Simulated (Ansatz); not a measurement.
BGaH$_{3}$N

```yaml
atoms:
  - { symbol: B, position_ang: [-0.3198, -0.5263, 0.1245] }
  - { symbol: Ga, position_ang: [-0.2154, 0.4983, -2.4075] }
  - { symbol: N, position_ang: [-0.4922, 0.7152, -0.4922] }
  - { symbol: H, position_ang: [-0.4259, -0.7156, 1.3040] }
  - { symbol: H, position_ang: [-0.7231, 1.5327, 0.0648] }
  - { symbol: H, position_ang: [-0.0450, -1.4599, -0.6032] }
```

Geometry: B3LYP/6-31G*.

All numbers below come from Ansatz, isolated molecule in a Gaussian basis; Kohn-Sham density functional theory, functional PBE0.

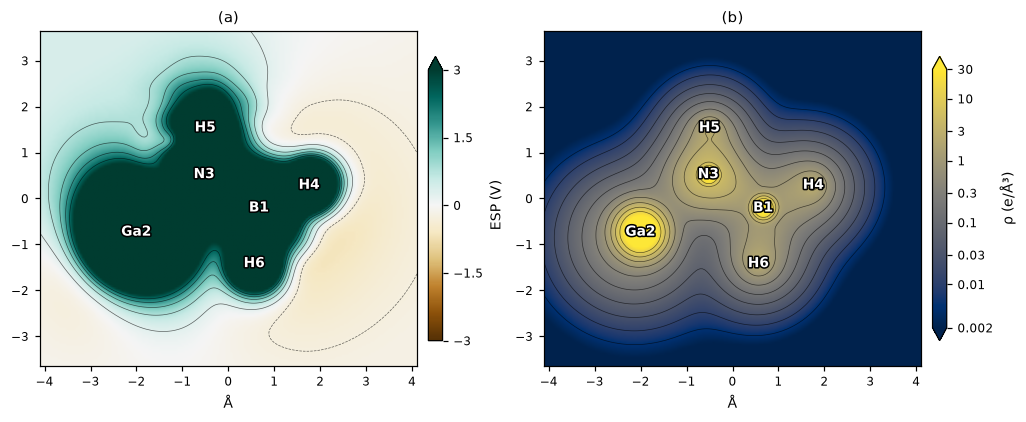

Figure 1. (a) molecular electrostatic potential; (b) total electron density on the molecular plane.

### Interpret the plot.

The plane passes through B, Ga, N and H nuclei.
B–N (1.40 Å): ρ at the midpoint is about 2 e/Å³.
Ga–N (1.95 Å): ρ at the midpoint is about 0.71 e/Å³.
N–H (1.02 Å): ρ is about 2.8 e/Å³ halfway.
B–H (1.20 Å): the density is about 1.2 e/Å³ at the midpoint.
Outside the dense part of the molecule the potential is most negative (−0.6 V) near H6.

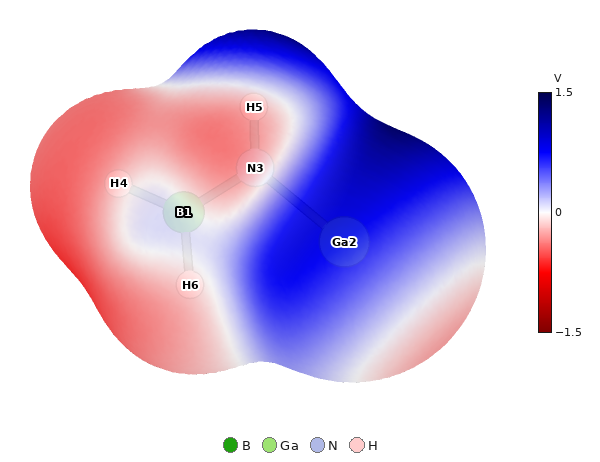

Figure 2. The molecular electrostatic potential painted on the density surface at 0.001 e/bohr³, seen across its widest extent; the colour scale runs from red (negative) to blue (positive).

### Where is the surface potential most negative and most positive?

The most negative region (about −0.6 V) lies over H4, the most positive (about +1.3 V) over Ga2.

### What dipole moment does the calculation give?

Its dipole moment is 1.78 D.

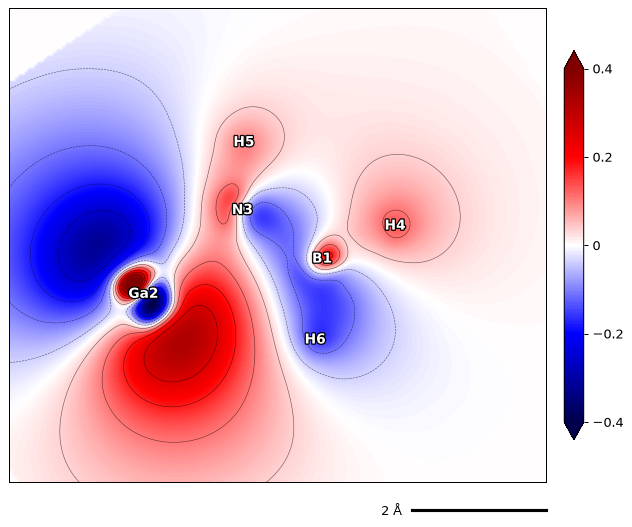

Figure 3. The LUMO on the molecular plane (values in Å⁻³ᐟ²; the overall sign is arbitrary).

### Where does this orbital lie, and at what energy?

It lies mainly on Ga2 (about 85 %); it is symmetric in the molecular plane (an in-plane orbital: σ, lone-pair or in-plane π type). Its energy is −1.29 eV.
